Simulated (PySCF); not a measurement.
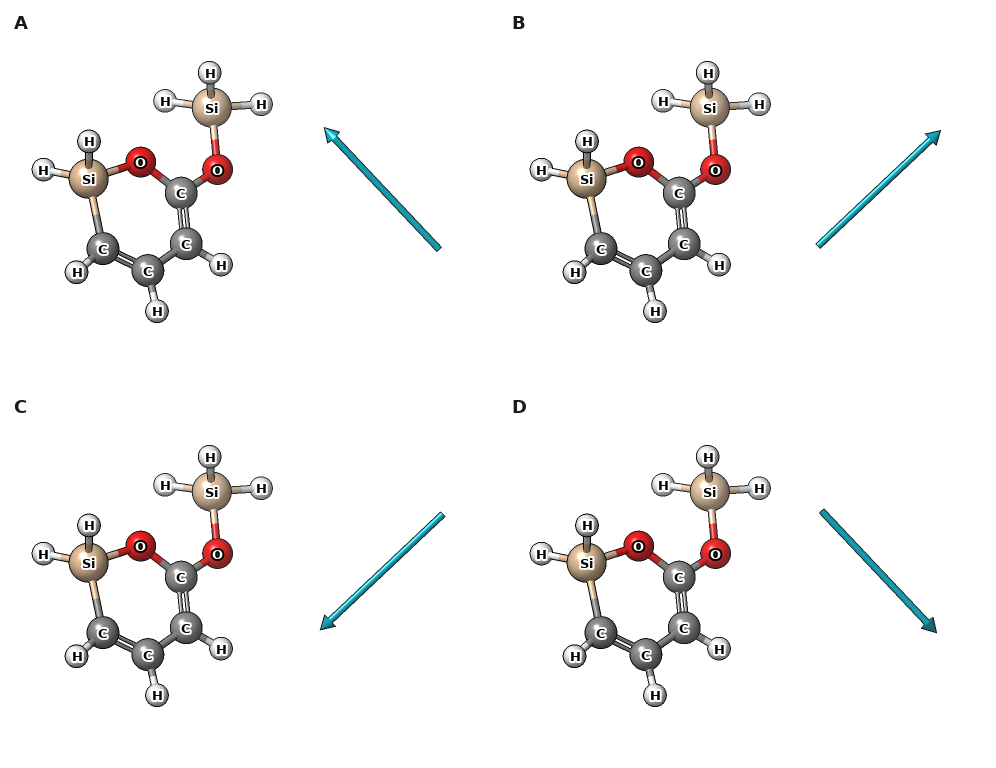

The same molecule four times, each with an arrow. Computed geometry: GFN2-xTB optimisation. No frequency run is at hand to confirm it as a minimum. Level of theory: PBE0/pcSseg-1, gas phase (PySCF 2.14.0).

> Which arrow points along the dipole moment, from the negative to the positive end?

A. The dipole moment is 0.72 D.

The geometry is semi-empirical. Around Si such bond lengths and angles can be off by a tenth of an ångström or more and by several degrees, and values that hang on the shape move with them.
